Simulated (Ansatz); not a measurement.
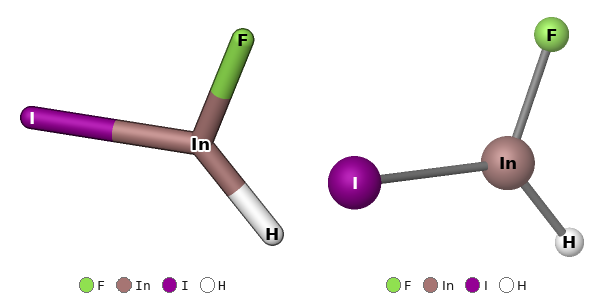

The same structure drawn twice, from different directions.

Computed geometry: PBE0-D4/def2-TZVP optimisation.

What is the molecular formula?

FHIIn, 4 atoms: 1 fluorine, 1 hydrogen, 1 iodine and 1 indium.

Give the symmetry (Schoenflies symbol).

Cs.

More results for the same structure follow; atom numbers are the same in all pictures, views and colours differ.

## Vibrations

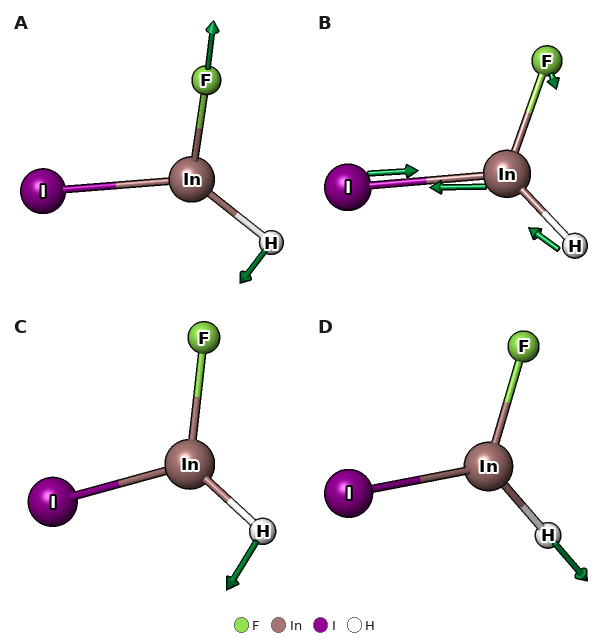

4 normal modes of one molecule or complex, as arrows. Harmonic vibrations computed with RKS PBE0-D4/def2-TZVP, core potentials on I, In (Ansatz 0.2.0) at a stationary point of the same level.

Match the panels to the wavenumbers 213 cm⁻¹, 440 cm⁻¹, 596 cm⁻¹, 1895 cm⁻¹.

A: 596 cm⁻¹, In–F stretching
B: 213 cm⁻¹, In–I stretching
C: 440 cm⁻¹, angle bending
D: 1895 cm⁻¹, In–H stretching

## Levels of theory compared

Program: Ansatz 0.2.0.

Compare dipole (D), HOMO energy (eV), HOMO–LUMO gap (eV) at these levels: B3LYP-D4/def2-TZVPP; PBE-D4/def2-TZVPP; r2SCAN-D4/def2-TZVPP; ωB97M-V/def2-TZVPP.

| level | dipole (D) | HOMO energy (eV) | HOMO–LUMO gap (eV) |
| --- | --- | --- | --- |
| B3LYP-D4/def2-TZVPP | 2.58 | −7.68 | 5.41 |
| PBE-D4/def2-TZVPP | 2.42 | −6.78 | 3.99 |
| r2SCAN-D4/def2-TZVPP | 2.53 | −7.08 | 4.53 |
| ωB97M-V/def2-TZVPP | 2.61 | −10.05 | 9.66 |

## Charges

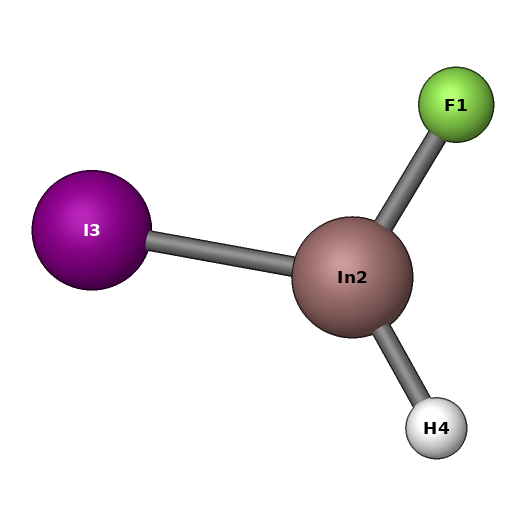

The questions are on Mulliken charges. Properties computed with RKS PBE-D4/def2-TZVPP, core potentials on I, In (Ansatz 0.2.0).

Which atom carries the highest charge (most positive or least negative)?

In2 (0.75 e).

And the lowest?

F1 (−0.43 e).

List the Mulliken charges.

```tsv
atom	value (e)
F1	−0.43
In2	0.75
I3	−0.26
H4	−0.07
```

Mulliken values depend strongly on the basis set and can even reverse the polarity of a bond.
